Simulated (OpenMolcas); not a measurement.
**Single-point calculation of CH4FSi (part 4 of 4)**

CH4FSi, multiplicity 4, SMILES C[SiH]F; M06-L/aug-cc-pVDZ, UKS (OpenMolcas 26.06). The geometry is that of the parent species in another charge or spin state. The geometry comes from this level: PBE0-D4/def2-TZVP.

Geometry of the input (Å):
```
C  -0.6535  0.3895  -0.2980
Si 0.9174  -0.5941  -0.1041
F  0.6407  -1.8128  0.9096
H  -1.4449  -0.2078  -0.7541
H  -0.4702  1.2609  -0.9317
H  -1.0007  0.7383  0.6796
H  2.0113  0.2260  0.4987
```

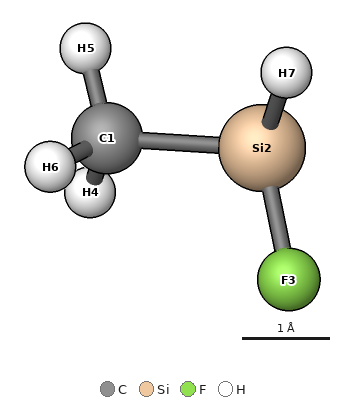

Figure 1. The structure (ball-and-stick view, seen at a tilt; atoms are numbered from 1 in the order of the input).

**Log, continued**
```
   97    4.4522    0.0000         27 SI2    1s     (-1.704),    54 F3     1s     ( 1.459),    68 F3     3d0    (-0.992),

   98    4.1982    0.0000         27 SI2    1s     ( 0.986),    52 F3     1s     (-1.255),    53 F3     1s     ( 1.729),    54 F3     1s     (-1.146),

   99    0.7571    0.0000          3 C1     1s     (-6.891),     4 C1     1s     (-7.755),    35 SI2    2py    (-4.330),    75 H4     1s     ( 4.996),
                                  84 H5     1s     ( 7.336),    93 H6     1s     ( 8.312),

--

++    Molecular properties:
      ---------------------

      Charge (e):
                      =   -0.0000
      Dipole Moment (debye):
      Origin of the operator (angstrom)=    0.4616   -0.7040    0.1632
                   X= -2.5266E+00               Y=  1.8703E+00               Z=  4.2415E-01           Total=  3.1721E+00
      Quadrupole Moment (debye*angstrom):
      Origin of the operator (angstrom)=    0.4616   -0.7040    0.1632
                  XX= -2.4694E+01              XY= -1.8648E+00              XZ=  2.8668E+00              YY= -2.8693E+01
                  YZ=  2.6563E+00              ZZ= -2.9687E+01
      In traceless form (debye*angstrom)
                  XX=  4.4960E+00              XY= -2.7972E+00              XZ=  4.3002E+00              YY= -1.5023E+00
                  YZ=  3.9845E+00              ZZ= -2.9938E+00
--

--- Stop Module: scf /rc=_RC_ALL_IS_WELL_ ---
--- Module scf spent 3 minutes 0 seconds ---

.##################.
.# Happy landing! #.
.##################.

    Timing: Wall=186.91 User=176.31 System=10.50
```

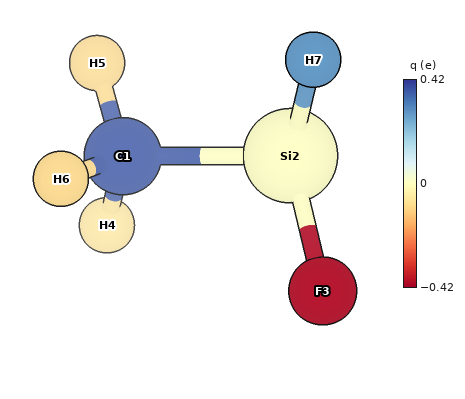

Figure 2. Mulliken charges, as the colour of each atom (ball-and-stick view, seen at a tilt; atoms are numbered from 1 in the order of the input). By element: C +0.38, Si 0.00, F −0.40 and H −0.09 to +0.28 e.

**Summary**

```tsv
quantity	value
outcome	converged
total energy	−429.563775 hartree
basis functions	109
⟨S²⟩	3.755
dipole moment	3.17 debye
wall time	3.1 min
peak memory	0.64 GiB
```
